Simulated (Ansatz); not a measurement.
**Ir wire along [110], 14 atoms a period: bands along the axis**

What gap, if any, does the Ir wire along [110], 14 atoms a period have, and how many channels would it open?

Calculated with Ansatz 0.2.0; DFT PBE, plane waves, PAW; relaxation of a wire's period; PAW set soft_1, in the first sound run; inputs show where later runs differ.

**1. The structure**

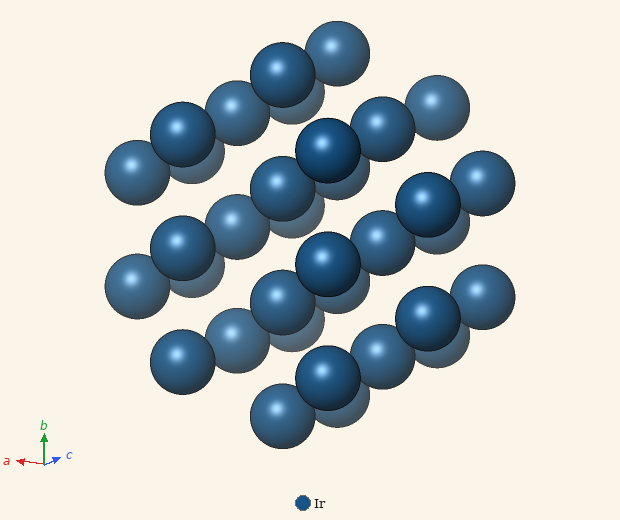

The cell as given, at a slant to the c axis (iridium blue). 1×1×2 cells are drawn. Some periodic images of atoms are drawn too.

The cell holds 14 atoms: 14 Ir. Its edges and angles: a = 14.540 Å, b = 15.010 Å, c = 2.737 Å, α = 90.0°, β = 90.0°, γ = 90.0°. Vacuum lies along a and b. The structure's axis is c.

**2. The relaxed wire**

Band widths follow the bond lengths, so the wire is relaxed first. The atoms and the third cell vector are free; the box across stays fixed as vacuum. A Fermi-Dirac smearing is set since the result may be a metal. The pressure printed is a third of the stress's trace over the whole box, vacuum included; only the stress along the axis is relaxed.

File input.yaml:

```yaml
crystal:
  lattice:
    - [14.54, 0.0, 0.0]
    - [0.0, 15.01, 0.0]
    - [0.0, 0.0, 2.7365032432]
  atoms:
    - { symbol: Ir, position: [0.366918845, 0.31767166, 0.0] }
    - { symbol: Ir, position: [0.366918845, 0.499983669, 0.0] }
    - { symbol: Ir, position: [0.633081155, 0.31767166, 0.0] }
    - { symbol: Ir, position: [0.633081155, 0.499983669, 0.0] }
    - { symbol: Ir, position: [0.233837689, 0.408827664, 0.5] }
    - { symbol: Ir, position: [0.233837689, 0.591139673, 0.5] }
    - { symbol: Ir, position: [0.5, 0.226515656, 0.5] }
    - { symbol: Ir, position: [0.5, 0.408827664, 0.5] }
    - { symbol: Ir, position: [0.5, 0.591139673, 0.5] }
    - { symbol: Ir, position: [0.5, 0.773451681, 0.5] }
    - { symbol: Ir, position: [0.766162311, 0.408827664, 0.5] }
    - { symbol: Ir, position: [0.766162311, 0.591139673, 0.5] }
    - { symbol: Ir, position: [0.366918845, 0.682295677, 0.0] }
    - { symbol: Ir, position: [0.633081155, 0.682295677, 0.0] }
kpoints:
  mp_grid: { grid: [1, 1, 30] }
scf:
  occupations: { method: fermi_dirac, width: 0.05 }
hamiltonian:
  xc: pbe
  pseudopotentials: { kind: paw, azcp: { folder: soft_1 } }
relax:
  cell: { fix: [a, b, alpha, beta, gamma] }
  max_steps: 45
  f_tol: 0.03
```

On the command line:

```
> ansatz run input.yaml --threads 4 --pin off --max-ram 16384MiB --backend cpu --events-out ev --progress --plain --runs-dir out
```

Numbers of over 12 decimals in the logs are rounded to 6 here.

The program printed:

```text
Engine: ansatz 0.2.0, aarch64-unknown-linux-gnu
Pseudopotentials: kind: paw
Pseudopotential: Ir, paw, valence charge 17, recommended cutoff 420 eV (normal), soft_1/Ir.paw.azcp
Functional definition: PBE
  parameter kappa = 0.804
  parameter beta = 0.066725
  exchange = pbe_x(kappa = kappa, mu = beta*pi^2/3)
  correlation = pbe_c(beta = beta)
Crystal: 14 atoms, lattice volume = 597.229 Å³
Basis set: ecut = 420 eV, 11747 PW (Γ), exchange–correlation on 200×216×40 points (8 copies of the dense FFT grid, shifted against one another)
Bands: 143, of which v1, the nominal top of the filled ones, is band 119 counted from 1 (118 counted from 0)
Symmetry: 8 space group operations
Space group: Pmmm (ITA 47), of the structure as read, at distance tolerance 8.4e-5 Å
k-points: 16 of 30
Non-local potential: Ir, projectors of the file, l = 0: 3, l = 1: 2, l = 2: 2, l = 3: 1
PAW form: soft (Blöchl's): semilocal exchange-correlation on the pseudo side does not see the compensation charge
PAW one-centre angular grid: Ir, 590 points (default); XC on 64 Gauss nodes
Initial density: superposition of atomic densities (neutral atoms: chi_scale 0, normalization atom)
Initial wavefunctions: pseudopotential atomic-orbital guess
Functional: x = pbe(κ = 0.804, μ = 0.219515), c = pbe(β = 0.066725)
SCF iter   1: F=—  HF=-167102.837471 eV  |F-HF|=—  |Δ(HF+E_count)|=         —  Δρ=3.03e-2  dr2=1.04e1  ethr=3.10e-3  ⟨swp⟩=7.9  Hψ=9644  notcnv=0  defer=19
preconditioner: auto → LDOS  [metal: Δε(μ)=0.010 eV  Ē_g=5.424 eV  σ=0.050 eV  W_gap=0.05  n_scr=106 (ndim 8)  ℏωp=17.1 eV  f_vac=0.538  D(μ)=23.43/eV (n_scr^D=190)  β→1.0]
SCF iter   2: F=—  HF=-167103.242668 eV  |F-HF|=—  |Δ(HF+E_count)|=   4.05e-1  Δρ=3.11e-2  dr2=1.29e1  ethr=3.10e-3  ⟨swp⟩=3.1  Hψ=5837  notcnv=0  defer=90
SCF iter   3: F=—  HF=-167100.421140 eV  |F-HF|=—  |Δ(HF+E_count)|=    2.82e0  Δρ=4.02e-3  dr2=1.58e-1  ethr=3.10e-3  ⟨swp⟩=2.8  Hψ=4021  notcnv=0  defer=79
SCF iter   4: F=—  HF=-167100.415657 eV  |F-HF|=—  |Δ(HF+E_count)|=   5.48e-3  Δρ=2.31e-3  dr2=7.15e-2  ethr=6.65e-5  ⟨swp⟩=3.1  Hψ=5440  notcnv=0  defer=78
SCF iter   5: F=—  HF=-167100.403714 eV  |F-HF|=—  |Δ(HF+E_count)|=   1.19e-2  Δρ=8.81e-4  dr2=6.21e-3  ethr=3.00e-5  ⟨swp⟩=2.1  Hψ=4255  notcnv=0  defer=78
SCF iter   6: F=—  HF=-167100.404521 eV  |F-HF|=—  |Δ(HF+E_count)|=   8.07e-4  Δρ=3.22e-4  dr2=1.52e-3  ethr=2.61e-6  ⟨swp⟩=3.0  Hψ=4332  notcnv=0  defer=78
SCF iter   7: F=—  HF=-167100.404476 eV  |F-HF|=—  |Δ(HF+E_count)|=   4.51e-5  Δρ=9.19e-5  dr2=2.29e-4  ethr=6.38e-7  ⟨swp⟩=2.0  Hψ=3224  notcnv=0  defer=78
SCF iter   8: F=—  HF=-167100.404470 eV  |F-HF|=—  |Δ(HF+E_count)|=   5.42e-6  Δρ=3.60e-5  dr2=1.92e-5  ethr=9.62e-8  ⟨swp⟩=2.0  Hψ=3241  notcnv=0  defer=78
SCF iter   9: F=—  HF=-167100.404009 eV  |F-HF|=—  |Δ(HF+E_count)|=   4.61e-4  Δρ=1.60e-5  dr2=2.30e-6  ethr=8.05e-9  ⟨swp⟩=3.0  Hψ=3713  notcnv=0  defer=78
SCF iter  10: F=—  HF=-167100.404010 eV  |F-HF|=—  |Δ(HF+E_count)|=   9.61e-7  Δρ=5.73e-6  dr2=5.06e-7  ethr=9.67e-10  ⟨swp⟩=2.8  Hψ=3589  notcnv=0  defer=78
SCF iter  11: F=-167100.404010 eV  HF=-167100.404010 eV  |F-HF|=4.92e-8  |Δ(HF+E_count)|=   1.77e-7  Δρ=2.03e-6  dr2=8.28e-8  ethr=4.20e-11  ⟨swp⟩=3.9  Hψ=9145  notcnv=0
SCF 1 converged in 11 iterations: F = -167100.404010 eV  dr2 = 8.28e-8
  greatest PAW one-centre occupation: 1.000 electrons in one spin orbital (limit 2), on the Ir atom at site 3 (counted from 0), in its partial waves of l = 0
relax step   1: F+E_penalty+E_count = -167100.40401022 eV  Δ(F+E_penalty+E_count) = +0.000e0 eV  max|allowed force component| = 1.753e0 eV/Å  Δτ_max = 0.0000 Å  P = -6.413 GPa  Ω = 597.229 Å³  fix = [a, b, alpha, beta, gamma]  reactions: a -5.933, b -5.365 GPa  (11 SCF iters, dr2 threshold 1.00e-7 eV, accepted)
Crystal: 14 atoms, lattice volume = 573.234 Å³
Basis set: ecut = 420 eV, 11275 PW (Γ), exchange–correlation on 200×216×40 points (8 copies of the dense FFT grid, shifted against one another)
Initial density: handed on by an earlier stage of this run
Initial wavefunctions: those handed on with the density
iter 1 solved again at ethr=1.04e-3 eV; its pass at ethr=3.10e-3 eV (dr2=2.47e0 eV) is discarded
SCF iter   1: F=—  HF=-167101.278518 eV  |F-HF|=—  |Δ(HF+E_count)|=         —  Δρ=1.27e-2  dr2=2.48e0  ethr=1.04e-3  ⟨swp⟩=2.6  Hψ=11267  notcnv=0
preconditioner: auto → LDOS  [metal: Δε(μ)=0.005 eV  Ē_g=5.950 eV  σ=0.050 eV  W_gap=0.03  n_scr=96 (ndim 8)  ℏωp=17.4 eV  f_vac=0.564  D(μ)=22.91/eV (n_scr^D=174)  β→1.0]
SCF iter   2: F=—  HF=-167101.220399 eV  |F-HF|=—  |Δ(HF+E_count)|=   5.81e-2  Δρ=5.46e-3  dr2=3.23e-1  ethr=1.04e-3  ⟨swp⟩=2.1  Hψ=3679  notcnv=0
SCF iter   3: F=—  HF=-167101.173907 eV  |F-HF|=—  |Δ(HF+E_count)|=   4.65e-2  Δρ=3.03e-3  dr2=1.55e-1  ethr=1.36e-4  ⟨swp⟩=3.0  Hψ=4972  notcnv=0  defer=93
SCF iter   4: F=—  HF=-167101.141672 eV  |F-HF|=—  |Δ(HF+E_count)|=   3.22e-2  Δρ=1.02e-3  dr2=1.36e-2  ethr=6.52e-5  ⟨swp⟩=2.4  Hψ=3651  notcnv=0  defer=95
SCF iter   5: F=—  HF=-167101.139995 eV  |F-HF|=—  |Δ(HF+E_count)|=   1.68e-3  Δρ=3.13e-4  dr2=1.17e-3  ethr=5.70e-6  ⟨swp⟩=2.2  Hψ=3696  notcnv=0  defer=95
SCF iter   6: F=—  HF=-167101.139482 eV  |F-HF|=—  |Δ(HF+E_count)|=   5.14e-4  Δρ=1.07e-4  dr2=1.25e-4  ethr=4.92e-7  ⟨swp⟩=2.4  Hψ=3821  notcnv=0  defer=95
SCF iter   7: F=—  HF=-167101.139494 eV  |F-HF|=—  |Δ(HF+E_count)|=   1.23e-5  Δρ=4.29e-5  dr2=2.78e-5  ethr=5.24e-8  ⟨swp⟩=2.8  Hψ=3828  notcnv=0  defer=95
SCF iter   8: F=—  HF=-167101.139495 eV  |F-HF|=—  |Δ(HF+E_count)|=   1.37e-6  Δρ=1.11e-5  dr2=1.55e-6  ethr=1.17e-8  ⟨swp⟩=2.2  Hψ=3128  notcnv=0  defer=95
SCF iter   9: F=-167101.139495 eV  HF=-167101.139496 eV  |F-HF|=1.81e-7  |Δ(HF+E_count)|=   4.20e-7  Δρ=5.03e-6  dr2=4.30e-7  ethr=5.88e-10  ⟨swp⟩=5.0  Hψ=8137  notcnv=0
SCF 2 converged in 9 iterations: F = -167101.139495 eV  dr2 = 4.30e-7
relax step   2: F+E_penalty+E_count = -167101.13949549 eV  Δ(F+E_penalty+E_count) = -7.355e-1 eV  max|allowed force component| = 1.040e0 eV/Å  Δτ_max = 0.1950 Å  P = +3.986 GPa  Ω = 573.234 Å³  energy of the carried Pulay correction = +3.978e-3 eV  fix = [a, b, alpha, beta, gamma]  reactions: a +3.307, b +3.516 GPa  (9 SCF iters, dr2 threshold 1.40e-6 eV, accepted)
Crystal: 14 atoms, lattice volume = 580.635 Å³
Basis set: ecut = 420 eV, 11435 PW (Γ), exchange–correlation on 200×216×40 points (8 copies of the dense FFT grid, shifted against one another)
iter 1 solved again at ethr=1.58e-4 eV; its pass at ethr=3.10e-3 eV (dr2=3.76e-1 eV) is discarded
SCF iter   1: F=—  HF=-167101.462072 eV  |F-HF|=—  |Δ(HF+E_count)|=         —  Δρ=4.69e-3  dr2=3.56e-1  ethr=1.58e-4  ⟨swp⟩=2.4  Hψ=11010  notcnv=0
preconditioner: auto → LDOS  [metal: Δε(μ)=0.015 eV  Ē_g=5.667 eV  σ=0.050 eV  W_gap=0.08  n_scr=96 (ndim 8)  ℏωp=17.3 eV  f_vac=0.555  D(μ)=22.58/eV (n_scr^D=170)  β→1.0]
SCF iter   2: F=—  HF=-167101.454280 eV  |F-HF|=—  |Δ(HF+E_count)|=   7.79e-3  Δρ=2.08e-3  dr2=5.28e-2  ethr=1.50e-4  ⟨swp⟩=2.0  Hψ=3673  notcnv=0
SCF iter   3: F=—  HF=-167101.446859 eV  |F-HF|=—  |Δ(HF+E_count)|=   7.42e-3  Δρ=1.04e-3  dr2=1.75e-2  ethr=2.22e-5  ⟨swp⟩=2.0  Hψ=4268  notcnv=0
SCF iter   4: F=—  HF=-167101.443122 eV  |F-HF|=—  |Δ(HF+E_count)|=   3.74e-3  Δρ=3.47e-4  dr2=1.14e-3  ethr=7.36e-6  ⟨swp⟩=2.4  Hψ=3514  notcnv=0
SCF iter   5: F=—  HF=-167101.442499 eV  |F-HF|=—  |Δ(HF+E_count)|=   6.23e-4  Δρ=1.30e-4  dr2=2.52e-4  ethr=4.78e-7  ⟨swp⟩=2.0  Hψ=3370  notcnv=0
SCF iter   6: F=—  HF=-167101.442518 eV  |F-HF|=—  |Δ(HF+E_count)|=   1.88e-5  Δρ=3.81e-5  dr2=1.27e-5  ethr=1.06e-7  ⟨swp⟩=2.0  Hψ=3831  notcnv=0
SCF iter   7: F=—  HF=-167101.442519 eV  |F-HF|=—  |Δ(HF+E_count)|=   7.72e-7  Δρ=1.30e-5  dr2=2.58e-6  ethr=5.35e-9  ⟨swp⟩=2.2  Hψ=3453  notcnv=0
SCF iter   8: F=-167101.442519 eV  HF=-167101.442519 eV  |F-HF|=1.19e-7  |Δ(HF+E_count)|=   3.73e-7  Δρ=5.71e-6  dr2=2.49e-7  ethr=5.88e-10  ⟨swp⟩=5.0  Hψ=8081  notcnv=0
SCF 3 converged in 8 iterations: F = -167101.442519 eV  dr2 = 2.49e-7
relax step   3: F+E_penalty+E_count = -167101.44251876 eV  Δ(F+E_penalty+E_count) = -3.030e-1 eV  max|allowed force component| = 9.787e-2 eV/Å  Δτ_max = 0.0565 Å  P = +0.131 GPa  Ω = 580.635 Å³  energy of the carried Pulay correction = +2.722e-3 eV  fix = [a, b, alpha, beta, gamma]  reactions: a -0.129, b +0.169 GPa  (8 SCF iters, dr2 threshold 1.40e-6 eV, accepted)
Crystal: 14 atoms, lattice volume = 582.078 Å³
Basis set: ecut = 420 eV, 11463 PW (Γ), exchange–correlation on 200×216×40 points (8 copies of the dense FFT grid, shifted against one another)
iter 1 solved again at ethr=1.02e-5 eV; its pass at ethr=3.10e-3 eV (dr2=2.43e-2 eV) is discarded
SCF iter   1: F=—  HF=-167101.447680 eV  |F-HF|=—  |Δ(HF+E_count)|=         —  Δρ=1.58e-3  dr2=2.29e-2  ethr=1.02e-5  ⟨swp⟩=3.5  Hψ=9671  notcnv=0
preconditioner: auto → LDOS  [metal: Δε(μ)=0.011 eV  Ē_g=5.658 eV  σ=0.050 eV  W_gap=0.06  n_scr=96 (ndim 8)  ℏωp=17.3 eV  f_vac=0.556  D(μ)=22.34/eV (n_scr^D=162)  β→1.0]
SCF iter   2: F=—  HF=-167101.446678 eV  |F-HF|=—  |Δ(HF+E_count)|=   1.00e-3  Δρ=7.00e-4  dr2=4.31e-3  ethr=9.61e-6  ⟨swp⟩=2.0  Hψ=3466  notcnv=0
SCF iter   3: F=—  HF=-167101.446166 eV  |F-HF|=—  |Δ(HF+E_count)|=   5.12e-4  Δρ=2.73e-4  dr2=1.18e-3  ethr=1.81e-6  ⟨swp⟩=2.2  Hψ=3716  notcnv=0
SCF iter   4: F=—  HF=-167101.446033 eV  |F-HF|=—  |Δ(HF+E_count)|=   1.32e-4  Δρ=9.93e-5  dr2=1.52e-4  ethr=4.94e-7  ⟨swp⟩=2.0  Hψ=3238  notcnv=0
SCF iter   5: F=—  HF=-167101.445523 eV  |F-HF|=—  |Δ(HF+E_count)|=   5.11e-4  Δρ=2.57e-5  dr2=7.41e-6  ethr=6.37e-8  ⟨swp⟩=2.2  Hψ=3292  notcnv=0
SCF iter   6: F=-167101.445525 eV  HF=-167101.445525 eV  |F-HF|=1.17e-7  |Δ(HF+E_count)|=   2.54e-6  Δρ=8.64e-6  dr2=4.59e-7  ethr=2.52e-10  ⟨swp⟩=4.2  Hψ=10752  notcnv=0
SCF 4 converged in 6 iterations: F = -167101.445525 eV  dr2 = 4.59e-7
relax step   4: F+E_penalty+E_count = -167101.44552550 eV  Δ(F+E_penalty+E_count) = -3.007e-3 eV  max|allowed force component| = 9.592e-2 eV/Å  Δτ_max = 0.0179 Å  P = -0.108 GPa  Ω = 582.078 Å³  energy of the carried Pulay correction = +2.480e-3 eV  fix = [a, b, alpha, beta, gamma]  reactions: a -0.058, b -0.123 GPa  (6 SCF iters, dr2 threshold 5.99e-7 eV, accepted)
Crystal: 14 atoms, lattice volume = 581.705 Å³
Basis set: ecut = 420 eV, 11439 PW (Γ), exchange–correlation on 200×216×40 points (8 copies of the dense FFT grid, shifted against one another)
iter 1 solved again at ethr=1.21e-6 eV; its pass at ethr=3.10e-3 eV (dr2=2.89e-3 eV) is discarded
SCF iter   1: F=—  HF=-167101.447994 eV  |F-HF|=—  |Δ(HF+E_count)|=         —  Δρ=6.16e-4  dr2=2.80e-3  ethr=1.21e-6  ⟨swp⟩=2.5  Hψ=8143  notcnv=0
preconditioner: auto → LDOS  [metal: Δε(μ)=0.014 eV  Ē_g=5.662 eV  σ=0.050 eV  W_gap=0.07  n_scr=96 (ndim 8)  ℏωp=17.3 eV  f_vac=0.556  D(μ)=22.54/eV (n_scr^D=170)  β→1.0]
SCF iter   2: F=—  HF=-167101.447789 eV  |F-HF|=—  |Δ(HF+E_count)|=   2.05e-4  Δρ=1.97e-4  dr2=2.12e-4  ethr=1.18e-6  ⟨swp⟩=2.6  Hψ=3479  notcnv=0
SCF iter   3: F=—  HF=-167101.447272 eV  |F-HF|=—  |Δ(HF+E_count)|=   5.17e-4  Δρ=9.81e-5  dr2=1.07e-4  ethr=8.89e-8  ⟨swp⟩=2.9  Hψ=5046  notcnv=0
SCF iter   4: F=—  HF=-167101.447263 eV  |F-HF|=—  |Δ(HF+E_count)|=   9.00e-6  Δρ=4.17e-5  dr2=1.43e-5  ethr=4.50e-8  ⟨swp⟩=2.4  Hψ=3227  notcnv=0
SCF iter   5: F=—  HF=-167101.447261 eV  |F-HF|=—  |Δ(HF+E_count)|=   1.29e-6  Δρ=1.01e-5  dr2=1.29e-6  ethr=6.02e-9  ⟨swp⟩=2.3  Hψ=3307  notcnv=0
SCF iter   6: F=-167101.447261 eV  HF=-167101.447261 eV  |F-HF|=3.17e-8  |Δ(HF+E_count)|=   1.28e-8  Δρ=2.97e-6  dr2=9.35e-8  ethr=2.42e-10  ⟨swp⟩=5.0  Hψ=8232  notcnv=0
SCF 5 converged in 6 iterations: F = -167101.447261 eV  dr2 = 9.35e-8
relax step   5: F+E_penalty+E_count = -167101.44726132 eV  Δ(F+E_penalty+E_count) = -1.736e-3 eV  max|allowed force component| = 1.399e-2 eV/Å  Δτ_max = 0.0069 Å  P = -0.045 GPa  Ω = 581.705 Å³  energy of the carried Pulay correction = +2.543e-3 eV  fix = [a, b, alpha, beta, gamma]  reactions: a -0.089, b -0.043 GPa  (6 SCF iters, dr2 threshold 5.75e-7 eV, accepted)
Basis set: ecut = 420 eV, 11439 PW (Γ), exchange–correlation on 200×216×36 points (8 copies of the dense FFT grid, shifted against one another)
Initial wavefunctions: pseudopotential atomic-orbital guess (no wavefunctions were taken with the density)
iter 1 solved again at ethr=2.28e-7 eV; its pass at ethr=3.10e-3 eV (dr2=5.42e-4 eV) is discarded
SCF iter   1: F=—  HF=-167101.444208 eV  |F-HF|=—  |Δ(HF+E_count)|=         —  Δρ=5.48e-5  dr2=3.05e-6  ethr=2.28e-7  ⟨swp⟩=5.1  Hψ=18277  notcnv=0
SCF iter   2: F=—  HF=-167101.444160 eV  |F-HF|=—  |Δ(HF+E_count)|=   4.81e-5  Δρ=1.21e-5  dr2=4.42e-7  ethr=1.28e-9  ⟨swp⟩=3.0  Hψ=4878  notcnv=0
SCF iter   3: F=—  HF=-167101.444160 eV  |F-HF|=—  |Δ(HF+E_count)|=   1.18e-7  Δρ=4.14e-6  dr2=9.75e-8  ethr=1.86e-10  ⟨swp⟩=2.6  Hψ=4734  notcnv=0
SCF iter   4: F=—  HF=-167101.444160 eV  |F-HF|=—  |Δ(HF+E_count)|=   2.49e-8  Δρ=9.55e-7  dr2=1.03e-8  ethr=4.10e-11  ⟨swp⟩=2.6  Hψ=4351  notcnv=0
SCF iter   5: F=—  HF=-167101.444160 eV  |F-HF|=—  |Δ(HF+E_count)|=   1.60e-9  Δρ=2.80e-7  dr2=6.08e-10  ethr=4.32e-12  ⟨swp⟩=2.6  Hψ=3676  notcnv=0
SCF iter   6: F=—  HF=-167101.444160 eV  |F-HF|=—  |Δ(HF+E_count)|=  1.16e-10  Δρ=1.35e-7  dr2=2.36e-10  ethr=1.00e-12  ⟨swp⟩=6.0  Hψ=9636  notcnv=0
SCF iter   7: F=-167101.444160 eV  HF=-167101.444160 eV  |F-HF|=0.00e0  |Δ(HF+E_count)|=  2.91e-11  Δρ=3.56e-8  dr2=1.18e-11  ethr=1.00e-12  ⟨swp⟩=5.0  Hψ=7953  notcnv=0
SCF 6 converged in 7 iterations: F = -167101.444160 eV  dr2 = 1.18e-11
relax step   6: F+E_penalty+E_count = -167101.44415983 eV  Δ(F+E_penalty+E_count) = +3.101e-3 eV  max|allowed force component| = 1.381e-2 eV/Å  Δτ_max = 0.0000 Å  P = -0.039 GPa  Ω = 581.705 Å³  fix = [a, b, alpha, beta, gamma]  reactions: a -0.083, b -0.039 GPa  stress off target by 4.73e-3 GPa on what of the cell is left free  SCF on the basis re-selected at this cell (its energy is not comparable with the rows above)  (7 SCF iters)
basis re-selected at this cell: Δ(F+E_penalty+E_count) = +3.101e-3 eV, ΔP = +0.006 GPa vs the last step (what re-selecting the basis moved, of the pressure what is left beyond the Pulay correction that the steps carried, after the strain that the cell walked since its last selection, with what the two solves' SCF thresholds leave and, on support functions, any second-order correction that the steps lacked; it is no measure of the basis error at this ecutwfc). The dense FFT grid was sized anew with the basis: this SCF ran on 100×108×18 points, the steps before it on 100×108×20, so part of this shift can come from that change (see relax.cell in the input reference). [rest of the remark cut]
SCF converged after 7 iterations
Free energy (F): -167101.444160 eV
Harris-Foulkes:  -167101.444160 eV  (|F-HF|=0.00e0)
Internal energy: -167101.260275 eV  (E = F + TS)
E sigma→0 (E₀):  -167101.352217 eV
Entropy (-TS):   -0.183885 eV (-13.135 meV/atom)
Fermi energy:    5.289246 eV
--- Per-component energies (eV) ---
  E_band       = -5918.080552
  E_kinetic    = 7548.965788
  E_local      = -165675.932914  (includes V_loc(G=0)·N_el)
  E_nonlocal   = 2667.490375
  E_hartree    = 78522.696255
  E_xc         = -3207.562024
  E_vxc        = -3571.337795  (∫ρ·V_xc dr)
  E_paw        = -129715.296263  (= ΣΔE_a)
  E_vpaw       = -3932.662987  (= ΣTr[D̂ρ^β])
  E_aug_tail   = 0.004863  (compensation charges beyond the density's cutoff)
  E_ewald      = 42758.373644
  E_smearing   = -0.183885  (= −TS)
  E_closure    = -0.000000  (closes the sum)
  Σ components = -167101.444160   (vs F -167101.444160, Δ=0.00e0)
--- Forces (eV/Å), atoms counted from 1 ---
  atom   1  Ir     0.01380687     0.01194602     0.00000000
  atom   2  Ir     0.00503099     0.00000000     0.00000000
  atom   3  Ir    -0.01380687     0.01194602    -0.00000000
  atom   4  Ir    -0.00503099    -0.00000000    -0.00000000
  atom   5  Ir     0.00154369    -0.00537389     0.00000000
  atom   6  Ir     0.00154369     0.00537389     0.00000000
  atom   7  Ir    -0.00000000    -0.01312315    -0.00000000
  atom   8  Ir     0.00000000    -0.01158048     0.00000000
  atom   9  Ir    -0.00000000     0.01158048    -0.00000000
  atom  10  Ir     0.00000000     0.01312315     0.00000000
  atom  11  Ir    -0.00154369    -0.00537389    -0.00000000
  atom  12  Ir    -0.00154369     0.00537389    -0.00000000
  atom  13  Ir     0.01380687    -0.01194602     0.00000000
  atom  14  Ir    -0.01380687    -0.01194602    -0.00000000
  max |Σ_I F_I| component: 3.47e-18 eV/Å
--- Stress (GPa, compression-positive) ---
       -0.083385       0.000000      -0.000000
        0.000000      -0.038627       0.000000
       -0.000000       0.000000       0.004734
  P = ⅓ Tr σ = -0.0391 GPa (-0.391 kbar)
--- Relaxed structure (5 steps of the walk, 5 accepted, 1 SCFs on fresh bases) ---
  F+E_penalty+E_count = -167101.44415983 eV   max|allowed force component| = 1.381e-2 eV/Å   (the final SCF, on the basis selected at the relaxed cell)
  cell:  # Å, volume = 581.7051 Å³
    - [14.54, 0, 0]
    - [0, 15.01, 0]
    - [0, 0, 2.665371]
  atoms:
    - { symbol: Ir, position: [0.368373, 0.319076, -4.2904933528188693e-19] }
    - { symbol: Ir, position: [0.366868, 0.499984, 0] }
    - { symbol: Ir, position: [0.631627, 0.319076, 4.2904933528188717e-19] }
    - { symbol: Ir, position: [0.633132, 0.499984, 0] }
    - { symbol: Ir, position: [0.241748, 0.407790, 0.5] }
    - { symbol: Ir, position: [0.241748, 0.592177, 0.5] }
    - { symbol: Ir, position: [0.5, 0.235003, 0.5] }
    - { symbol: Ir, position: [0.5, 0.411485, 0.5] }
    - { symbol: Ir, position: [0.5, 0.588483, 0.5] }
    - { symbol: Ir, position: [0.5, 0.764964, 0.5] }
    - { symbol: Ir, position: [0.758252, 0.407790, 0.5] }
    - { symbol: Ir, position: [0.758252, 0.592177, 0.5] }
    - { symbol: Ir, position: [0.368373, 0.680892, -4.2904933528188717e-19] }
    - { symbol: Ir, position: [0.631627, 0.680892, 4.2904933528188693e-19] }
```

Wall time 3.3 min (4 threads of Arm Neoverse V1, shared host); peak memory 2.3 GiB.

(Continued in part 2 of 2.)

[Logs are printed without paths, hosts, clocks, repeated set-up lines and the standing remarks that a program may print on its own settings, such as how far it seeks lower states.]

[Hosts, paths, dates, database ids (printed as entryN), source tags and the programs' standing remarks are cut or masked in the printed files.]
